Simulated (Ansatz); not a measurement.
Nudged elastic band, with input and output: WH₅Cl₂O₄F (part 2 of 2)

Continued. System: WH₅Cl₂O₄F. Method: RKS PBE/def2-SVP (Ansatz 0.2.0). It belongs to a series of runs on one base structure; here: band between the two ends.

Geometry of the input (Å):
```
W  -0.1566  -0.0789  -0.2249
F  0.1944  0.3100  1.6805
Cl 2.1897  -0.5492  -0.3676
O  0.2250  1.7511  -0.4298
H  0.7104  2.3686  0.1807
O  -2.0073  -0.0282  0.1317
H  -2.4819  -0.6435  0.7245
O  -0.2395  -1.9249  0.2785
H  0.5639  -2.4193  0.5314
O  -0.3570  -0.2587  -2.0851
H  0.1005  0.2338  -2.7915
Cl 1.4311  2.9432  2.1455
H  0.9172  1.7145  2.2029
```

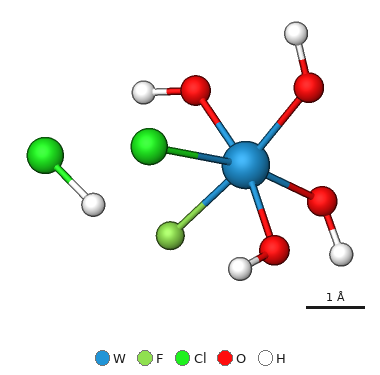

The starting structure (ball-and-stick view, seen at a tilt). Sticks mark near contacts.

Log, continued:
```
NEB iter  46: max|band force component| = 5.699e-2 eV/Å  barrier→ = 1.0156 eV  barrier← = 0.9245 eV  CI = image 3  Δτ_max = 0.0386 Å  (239 SCF iters)
NEB iter  47: max|band force component| = 6.238e-2 eV/Å  barrier→ = 1.0176 eV  barrier← = 0.9265 eV  CI = image 3  Δτ_max = 0.0193 Å  (239 SCF iters)
the calculation of the forces begins
reference -37828.01825511 eV, -1390.1540301235 hartree; 47, 47 occupied and 116, 116 virtual orbitals, 1707 factors
1707 factors; their error is unknown
mean field evaluation 2944: about -37827.1905 eV, gradient 6.2e-3 eV
mean field -37827.19046361 eV, -1390.1236093469 hartree, gradient 2.2e-5 eV, S^2 0.000000; 1 other end points of the search recorded, 0 dependent functions left out
the calculation of the forces begins
reference -37827.19053866 eV, -1390.1236121051 hartree; 47, 47 occupied and 116, 116 virtual orbitals, 1707 factors
NEB iter  48: max|band force component| = 3.639e-2 eV/Å  barrier→ = 1.0186 eV  barrier← = 0.9275 eV  CI = image 3  Δτ_max = 0.0000 Å  (499 SCF iters)
```

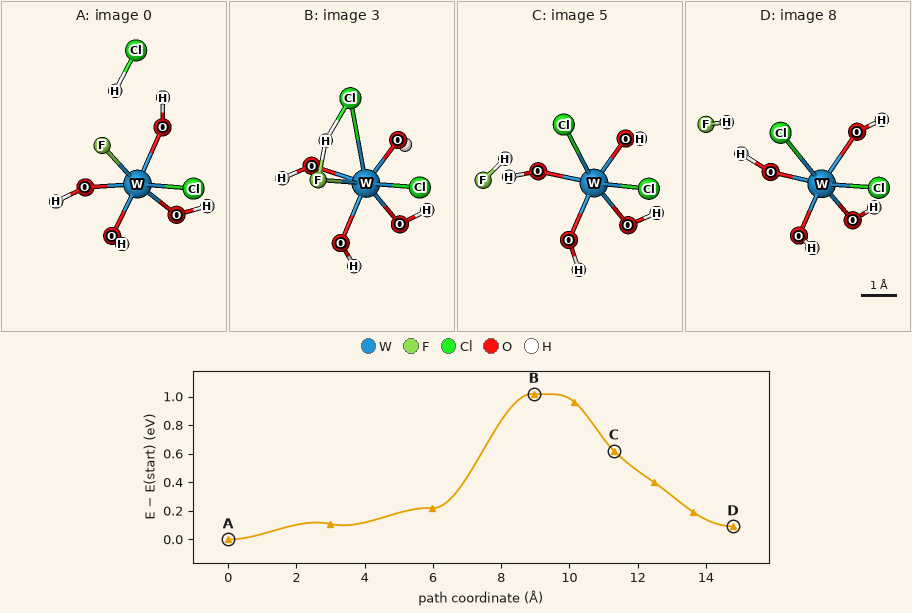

Images of the last band (counted from 0; ball-and-stick, seen at a tilt) above the energy along the path; the line is a cubic interpolation that uses the forces. The highest image is number 3, 1.019 eV above the start and 0.928 eV above the end (the climbing image); the end lies 0.091 eV above the start. The path is 14.80 Å long. The band converged in 48 iterations.

```
Total energy: -37827.19053866 eV, -1390.1236121051 hartree
Atom 0 at     0.234902     0.223974     0.106186 Å, force    -0.021395     0.012951     0.014997 eV/Å
Atom 1 at     0.471202    -0.326035     2.207389 Å, force    -0.007800    -0.008680     0.010526 eV/Å
Atom 2 at     2.557752     0.061216     0.129113 Å, force    -0.001367    -0.002916    -0.000586 eV/Å
Atom 3 at     0.138905     1.852579    -0.874572 Å, force    -0.012141    -0.016719     0.004513 eV/Å
Atom 4 at    -0.404054     1.969736    -1.676977 Å, force     0.000883     0.008509     0.003524 eV/Å
Atom 5 at    -1.532352     0.591922     0.723999 Å, force    -0.003608     0.017096    -0.024130 eV/Å
Atom 6 at    -1.898318     0.000147     1.412076 Å, force     0.013788    -0.018774     0.012034 eV/Å
Atom 7 at    -0.115988    -1.641678     0.258723 Å, force     0.018711     0.008040    -0.005035 eV/Å
Atom 8 at    -0.278845    -2.074409    -0.606958 Å, force     0.004983    -0.002422    -0.005626 eV/Å
Atom 9 at     0.047602    -0.450331    -1.726827 Å, force     0.000318    -0.004233    -0.008984 eV/Å
Atom 10 at     0.331415     0.191670    -2.406879 Å, force    -0.002430     0.001488     0.001099 eV/Å
Atom 11 at     0.824921     2.233374     1.965481 Å, force     0.039339    -0.011510    -0.019496 eV/Å
Atom 12 at     0.712859     0.786238     2.465946 Å, force    -0.029281     0.017171     0.017161 eV/Å
Dipole moment:    -0.551978    -0.198579    -0.721957 e Å
this run last wrote the band of iteration 48 to [file]
```

The last band as extended XYZ (Å, eV, eV/Å):
```
13
Properties=species:S:1:pos:R:3:forces:R:3 image=0 energy=-37828.20904
W    -0.1566   -0.0789   -0.2249    0.0017   0.0011   0.0008
F     0.1944    0.3100    1.6805   -0.0054  -0.0038  -0.0121
Cl    2.1897   -0.5492   -0.3676    0.0055   0.0064   0.0002
O     0.2250    1.7511   -0.4298    0.0038  -0.0229  -0.0027
H     0.7104    2.3686    0.1807    0.0009   0.0129   0.0074
O    -2.0073   -0.0282    0.1317   -0.0150  -0.0116   0.0146
H    -2.4819   -0.6435    0.7245    0.0056   0.0117  -0.0094
O    -0.2395   -1.9249    0.2785    0.0041  -0.0018   0.0020
H     0.5639   -2.4193    0.5314   -0.0074  -0.0017  -0.0040
O    -0.3570   -0.2587   -2.0851    0.0188   0.0122   0.0118
H     0.1005    0.2338   -2.7915   -0.0147  -0.0092  -0.0112
Cl    1.4311    2.9432    2.1455    0.0027  -0.0043   0.0038
H     0.9172    1.7145    2.2029   -0.0005   0.0109  -0.0013
13
Properties=species:S:1:pos:R:3:forces:R:3 image=1 energy=-37828.10083
W     0.0194   -0.1917   -0.2300    0.0131  -0.0079   0.0051
F     0.3373    0.0760    1.6720    0.0236   0.0061   0.0016
Cl    2.4148   -0.6380   -0.5120    0.0065   0.0049   0.0003
O     0.6787    1.5548   -0.5310    0.0063   0.0019  -0.0151
H     1.6414    1.7271   -0.5962   -0.0564   0.0179  -0.0117
O    -1.7604    0.2263    0.3129    0.0110   0.0098   0.0049
H    -1.9100    0.4850    1.2457    0.0239   0.0212   0.0061
O     0.0651   -2.0579   -0.0045    0.0005   0.0049   0.0070
H     0.9131   -2.5495    0.0198   -0.0512  -0.0054  -0.0145
O    -0.6381   -0.3273   -1.9873    0.0121  -0.0161   0.0045
H    -1.0162    0.3717   -2.5542    0.0311  -0.0087   0.0011
Cl    0.0178    2.9934    2.7047   -0.0195  -0.0214   0.0045
H     0.3271    1.7485    2.4369   -0.0010  -0.0074   0.0062
13
Properties=species:S:1:pos:R:3:forces:R:3 image=2 energy=-37827.99004
W     0.3576   -0.1664   -0.1429   -0.0002   0.0156  -0.0011
F     1.0397    0.1396    1.6740    0.0023   0.0039  -0.0011
Cl    2.6067   -0.6064   -0.6078    0.0035  -0.0002  -0.0024
O     0.6849    1.5759   -0.8887   -0.0061  -0.0048  -0.0051
H    -0.0208    2.2495   -0.9171   -0.0069   0.0024  -0.0225
O    -1.2353    0.5314    0.5946   -0.0079  -0.0076  -0.0028
H    -1.2959    1.1331    1.3822    0.0054   0.0094   0.0061
O    -0.0873   -1.9725    0.1574   -0.0077   0.0107   0.0072
H    -0.4260   -2.6619   -0.4432   -0.0114   0.0007   0.0058
O    -0.3217   -0.6150   -1.8933    0.0135  -0.0049   0.0027
H    -0.2259    0.0814   -2.5720    0.0121  -0.0014  -0.0024
Cl   -0.4180    2.3483    2.9849   -0.0019  -0.0268   0.0191
H     0.4321    1.3814    2.6487    0.0053   0.0029  -0.0035
13
Properties=species:S:1:pos:R:3:forces:R:3 image=3 energy=-37827.19046
W     0.2349    0.2240    0.1062   -0.0214   0.0130   0.0150
F     0.4712   -0.3260    2.2074   -0.0078  -0.0087   0.0105
Cl    2.5578    0.0612    0.1291   -0.0014  -0.0029  -0.0006
O     0.1389    1.8526   -0.8746   -0.0121  -0.0167   0.0045
H    -0.4041    1.9697   -1.6770    0.0009   0.0085   0.0035
O    -1.5324    0.5919    0.7240   -0.0036   0.0171  -0.0241
H    -1.8983    0.0001    1.4121    0.0138  -0.0188   0.0120
O    -0.1160   -1.6417    0.2587    0.0187   0.0080  -0.0050
H    -0.2788   -2.0744   -0.6070    0.0050  -0.0024  -0.0056
O     0.0476   -0.4503   -1.7268    0.0003  -0.0042  -0.0090
H     0.3314    0.1917   -2.4069   -0.0024   0.0015   0.0011
Cl    0.8249    2.2334    1.9655    0.0393  -0.0115  -0.0195
H     0.7129    0.7862    2.4659   -0.0293   0.0172   0.0172
13
Properties=species:S:1:pos:R:3:forces:R:3 image=4 energy=-37827.24379
W     0.2693    0.3694   -0.0270    0.0131   0.0338  -0.0319
F     0.0021   -0.4399    2.7821   -0.0827  -0.0253   0.1067
Cl    2.5898    0.0542   -0.0564    0.0054  -0.0118  -0.0411
O     0.1044    1.9689   -1.0330   -0.0264   0.0131  -0.0320
H    -0.4081    2.0533   -1.8585    0.0011   0.0198  -0.0422
O    -1.4617    0.5923    0.7147    0.0193  -0.0013   0.0091
H    -1.6371    0.0774    1.5351    0.0577   0.0184   0.0254
O     0.0558   -1.4906    0.2616    0.0171   0.0202  -0.0002
H    -0.0957   -2.0718   -0.5116    0.0455   0.0022   0.0328
O     0.0371   -0.3670   -1.8312   -0.0040   0.0157  -0.0135
H     0.3008    0.2421   -2.5470   -0.0133   0.0033  -0.0302
Cl    0.9306    1.9852    1.7601    0.0129  -0.0363  -0.0448
H     0.4028    0.4449    2.7878   -0.0457  -0.0518   0.0619
13
Properties=species:S:1:pos:R:3:forces:R:3 image=5 energy=-37827.58723
W     0.3485    0.3849   -0.1363    0.0266   0.0001  -0.0283
F    -0.7353   -0.2746    3.0554   -0.1380   0.0383   0.0653
Cl    2.6758    0.1106   -0.3904    0.0184   0.0436  -0.1044
O     0.2233    1.9879   -1.1187    0.0090   0.0161  -0.0169
H    -0.2018    2.2322   -1.9595    0.0023   0.0398  -0.0180
O    -1.3285    0.6525    0.6724    0.0254   0.0066  -0.0018
H    -1.4722    0.2629    1.5831    0.0552   0.0177   0.0355
O     0.1913   -1.4367    0.3205    0.0644   0.0127   0.0093
H     0.0435   -2.1625   -0.3161    0.0483  -0.0233   0.0409
O    -0.0071   -0.4117   -1.8821   -0.0258  -0.0175  -0.0147
H     0.2383    0.1379   -2.6501   -0.0397  -0.0114  -0.0265
Cl    1.1288    1.5744    1.8745    0.0399  -0.0923   0.0269
H    -0.0147    0.3606    2.9239   -0.0860  -0.0304   0.0328
13
Properties=species:S:1:pos:R:3:forces:R:3 image=6 energy=-37827.80641
W     0.3231    0.3312   -0.1784   -0.0038  -0.0149  -0.0082
F    -1.2430    0.0536    3.0903   -0.0328   0.0483   0.0106
Cl    2.6672    0.2142   -0.5517   -0.0050   0.0252  -0.0514
O     0.2605    1.9515   -1.1377   -0.0101  -0.0040   0.0020
H     0.5491    2.3251   -1.9874    0.0910   0.0214   0.0023
O    -1.3377    0.6054    0.6054   -0.0132  -0.0029   0.0067
H    -1.5617    0.4006    1.5705   -0.0011   0.0082   0.0154
O     0.3302   -1.4761    0.3533    0.0356   0.0002  -0.0107
H     0.4779   -2.2663   -0.1987    0.0761  -0.0157   0.0132
O    -0.0853   -0.5075   -1.8786   -0.0238  -0.0085  -0.0043
H    -0.0421    0.0683   -2.6650   -0.0719  -0.0020  -0.0057
Cl    1.1190    1.2474    1.9784    0.0021  -0.0498   0.0163
H    -0.3670    0.4709    2.9762   -0.0432  -0.0055   0.0137
13
Properties=species:S:1:pos:R:3:forces:R:3 image=7 energy=-37828.01818
W     0.2259    0.2142   -0.2635   -0.0151  -0.0178  -0.0125
F    -1.4813    0.4266    3.0129   -0.0129   0.0330  -0.0051
Cl    2.5850   -0.0174   -0.6662   -0.0164  -0.0171  -0.0381
O     0.4281    1.8865   -1.1295    0.0044  -0.0012   0.0059
H     1.1827    2.2596   -1.6208    0.0745   0.0039   0.0651
O    -1.4261    0.5061    0.5019   -0.0143  -0.0253  -0.0031
H    -1.6740    0.5101    1.4919   -0.0095  -0.0002  -0.0003
O     0.3403   -1.5601    0.3619    0.0146  -0.0123  -0.0107
H     1.0196   -2.2301    0.1610    0.0979   0.0082   0.0432
O    -0.3111   -0.5120   -1.9467   -0.0434   0.0084  -0.0157
H    -0.2989    0.0780   -2.7249   -0.0569   0.0160  -0.0109
Cl    1.0446    1.1573    1.9051   -0.0103  -0.0162  -0.0098
H    -0.5447    0.6996    2.8936   -0.0127   0.0205  -0.0079
13
Properties=species:S:1:pos:R:3:forces:R:3 image=8 energy=-37828.11801
W     0.2087    0.0375   -0.3081    0.0105   0.0022   0.0065
F    -1.6287    1.0687    2.8424    0.0121   0.0026  -0.0102
Cl    2.5796   -0.1471   -0.8022    0.0002  -0.0001  -0.0003
O     0.5090    1.7951   -0.9556    0.0014  -0.0013  -0.0017
H     1.4019    2.1399   -1.1556   -0.0030   0.0021   0.0006
O    -1.4370    0.3117    0.4716   -0.0109  -0.0006  -0.0098
H    -1.7159    0.6152    1.4089    0.0036   0.0002   0.0157
O     0.4765   -1.7370    0.2558    0.0095   0.0005   0.0006
H     1.3423   -2.1926    0.2536   -0.0057  -0.0002  -0.0001
O    -0.4468   -0.5093   -1.9966   -0.0038   0.0121  -0.0215
H    -0.6067    0.1196   -2.7278    0.0013  -0.0125   0.0194
Cl    1.0520    0.8466    1.9268   -0.0018  -0.0081  -0.0023
H    -0.6449    1.0703    2.7633   -0.0133   0.0030   0.0030
```

Summary:

| quantity | value |
| --- | --- |
| outcome | converged |
| barrier, forward | 1.019 eV |
| barrier, backward | 0.927 eV |
| wall time | 18 min (CPU time 69 min) |
| peak memory | 0.3 GiB |

Notes:

The order of the saddle point was not checked.
